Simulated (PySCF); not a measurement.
In(Cl)(I)2, SMILES [I][In]([I])[Cl] at its PBE0/def2-SVP optimised geometry (Å):

```
4

In    -0.5284     0.0079     0.0000
Cl     1.8090     0.0079     0.0000
I     -1.8090     2.3268     0.0000
I     -1.7801    -2.3268     0.0046
```

Computed with PBE0/def2-TZVP, def2 effective core potentials past Kr run with PySCF. The core electrons that the potentials of I, In replace are not part of the density. Cells within 0.4 Å of a nucleus heavier than hydrogen are left out (blank, or x).

Map of the Laplacian of the electron density (e/bohr⁵), clipped to [-1.50, 1.50] on the plane z = 0.0 Å:

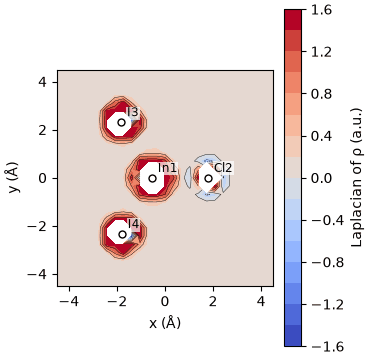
Fig. 1. Laplacian of the electron density (e/bohr⁵), clipped to [-1.50, 1.50] on the plane z = 0.0 Å.
